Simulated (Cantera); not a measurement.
A closed system holds: 1 mol SiCl₄, 0.0062 mol C₂H₄, 32 mol H₂, 0.16 mol HCl, held at 0.00140 bar.

Cantera equilibrium calculation (NASA polynomials, part measured and part estimated; ideal gas, pure solids and liquids). Candidate condensed phases: C, C₆H₆, C₇H₈, C₈H₁₈, Si, SiC; 109 gas species. Mutual solubility and eutectic melting of coexisting phases are not modelled. The tables' values for SiCl₃, SiCl are old estimates; treat these amounts as uncertain. The numbers say what is thermodynamically allowed, not how fast it happens.

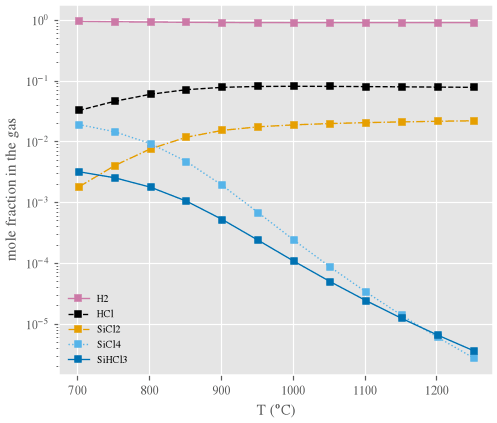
Figure. Equilibrium gas composition (values under 1e-9 drawn at 1e-9)

From 702 °C to 1252 °C the condensed part is Si(s) + SiC(s). The main Si-bearing gas is SiCl₄ at 702 °C and SiCl₂ at 1252 °C. The share of Si in condensed phases is highest at 902 °C (34.2 %) and lowest at 702 °C (16.3 %).
